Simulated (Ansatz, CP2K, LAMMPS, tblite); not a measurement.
# Which run comes nearest? Amorphous poly(p-phenylene) (as short chains C26H22) at 500 K (144 atoms)

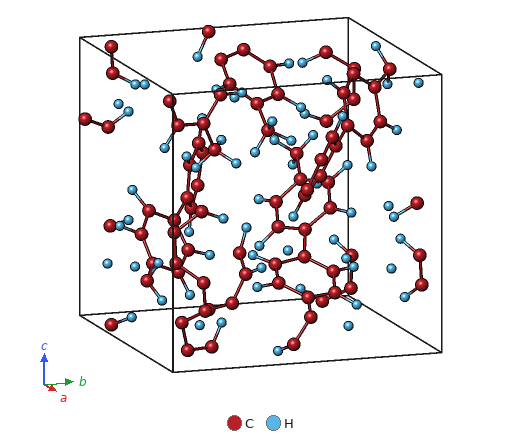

The cell (carbon red, hydrogen blue). Bonds to atoms that aren't drawn are left out. Some periodic images of atoms are drawn too.

Density of this cell: 1.03 g/cm³. The cell holds 144 atoms: 78 C and 66 H. Its edges and angles: a = 11.754 Å, b = 11.754 Å, c = 11.754 Å, α = 90.0°, β = 90.0°, γ = 90.0°. 3 poly(p-phenylene) chains of 4 units with methyl end groups placed at random, at 1.03 g/cm³; overlaps pushed apart, then 20 ps at 800 K with MMFF94 bonds, angles, torsions, charges and radii (Halgren, J. Comput. Chem. 17, 490 (1996)) in harmonic and 12-6 forms. Snapshot after 30 ps at 500 K and fixed volume.

Geometry: as built.

The reference, a calculation:

- method: Kohn-Sham DFT, PBE, PAW, plane waves (Ansatz 0.2.0); cutoff 420 eV, Γ point, fermi-dirac smearing of 0.05 eV; PAW set soft_2
- r.m.s. force component: 1.217 eV/Å
- longest force: 5.136 eV/Å
- pressure: 4.267 GPa
- gap (highest filled to lowest empty level): 2.874 eV
- SCF cycles: 9
- time: 20 s on 4 threads of Arm Neoverse V1, shared host
- CPU time: 74 s

Runs, in no order:
A. CP2K PBE, SZV-MOLOPT-SR, 450/50 Ry, SIGN filter 1e-07, SCF 1e-07: Kohn-Sham DFT, PBE, GTH-PBE pseudopotentials, Gaussian and plane waves, SZV-MOLOPT-SR-GTH, linear-scaling purification of the density matrix
B. CP2K RPBE, PBE potentials, DZVP-MOLOPT-SR, 450/50 Ry, diagonalisation: Kohn-Sham DFT, RPBE, GTH-PBE pseudopotentials, Gaussian and plane waves, DZVP-MOLOPT-SR-GTH, diagonalisation
C. CP2K PBE, DZVP-MOLOPT-SR, 450/50 Ry, diagonalisation: Kohn-Sham DFT, PBE, GTH-PBE pseudopotentials, Gaussian and plane waves, DZVP-MOLOPT-SR-GTH, diagonalisation
D. tblite GFN1-xTB: GFN1-xTB tight binding, diagonalisation

Q: Order them from the smallest to the largest r.m.s. force difference.

C, B, D, A.

```tsv
run	Δ force, r.m.s. (meV/Å)	share of r.m.s. force (%)	CPU time
C. CP2K PBE, DZVP-MOLOPT-SR, 450/50 Ry, diagonalisation	68.9	5.66	6.7 min
B. CP2K RPBE, PBE potentials, DZVP-MOLOPT-SR, 450/50 Ry, diagonalisation	105	8.61	6.8 min
D. tblite GFN1-xTB	151	12.4	3.2 s
A. CP2K PBE, SZV-MOLOPT-SR, 450/50 Ry, SIGN filter 1e-07, SCF 1e-07	513	42.2	2.1 min
```

Periodic xTB results under one method name differ between programs and library versions. The network of contacts between molecules at the start is that of the classical potential that made the cell, and needn't be the one that DFT or experiment would give. The electronic-structure runs sample only Γ, in a cell whose shortest periodic width is 12 Å.

[Logs are printed without paths, hosts, clocks, repeated set-up lines and the standing remarks that a program may print on its own settings, such as how far it seeks lower states.]

[Hosts, paths, dates, database ids (printed as entryN), source tags and the programs' standing remarks are cut or masked in the printed files.]

[The MMFF94 radii named for the starting cell were scaled by 0.96; in molecules described by MMFF94, hydrogen bound to N, O or S took a small fixed 12-6 site in their place.]
